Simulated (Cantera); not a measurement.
A closed system holds: 1 mol Si, 0.14 mol CO2, 5.2 mol N2, equilibrated at 0.00128 Torr.

Cantera equilibrium calculation (NASA polynomials, part measured and part estimated; ideal gas, pure solids and liquids). Candidate condensed phases: C, Si, SiC, SiO2, Si2N2O, Si3N4; 34 gas species. N2 is the only nitrogen source here; it is nearly inert below about 1500 K, so the nitride shown seldom forms there in practice. Mutual solubility and eutectic melting of coexisting phases are not modelled. The tables' values for SiN are old estimates; treat these amounts as uncertain. The numbers say what is thermodynamically allowed, not how fast it happens.

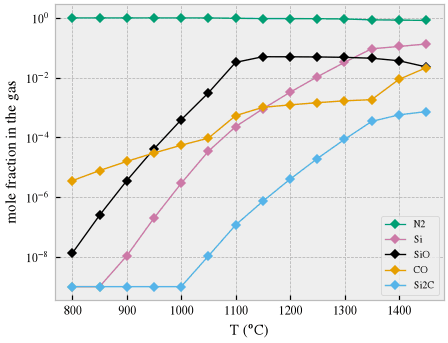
Figure. Equilibrium gas composition (values under 1e-9 drawn at 1e-9)

From 800 °C to 1050 °C the condensed part is SiC(s) + Si2N2O(s) + Si3N4(s). At 1100 °C the condensed part is Si(s) + SiC(s) + Si2N2O(s). From 1150 °C to 1350 °C the condensed part is Si(s) + SiC(s). At 1400 °C the condensed part is SiC(s). At 1450 °C nothing is condensed. The main Si-bearing gas is SiO at 800 °C and Si at 1450 °C.
